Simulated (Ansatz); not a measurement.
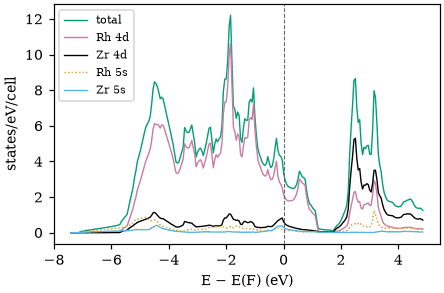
Total and projected density of states of ZrRh$_{3}$ (Cu3Au type, Pm-3m), plane-wave PAW LDA (Ansatz code)

Problem. Which orbitals carry the states next to the Fermi level?

Solution. Within 0.5 eV of the Fermi level: Rh 4d 73 %, Zr 4d 13 %, Zr 5s 6 %. Projections are on Löwdin-orthogonalised atomic valence shells; empty p or d shells of many metals are not among them.

Problem. Where is the tallest occupied peak in this window, and what makes it?

Solution. Near -1.8 eV, about 12 states/eV per cell; the largest projected share is Rh 4d.

The workflow started from a Materials Project entry (that database holds measured and hypothetical structures alike); the Crystallography Open Database files this formula in space group No. 221, but the cells were not matched. Whether it is the stable phase at ambient conditions was not checked. Symmetry was held in the LDA relaxation; of distortions, only those at the zone centre were tested. No spin polarisation was allowed. Spin–orbit coupling is left out wherever it is not named.

Potentials: the later of the program's two PAW sets.
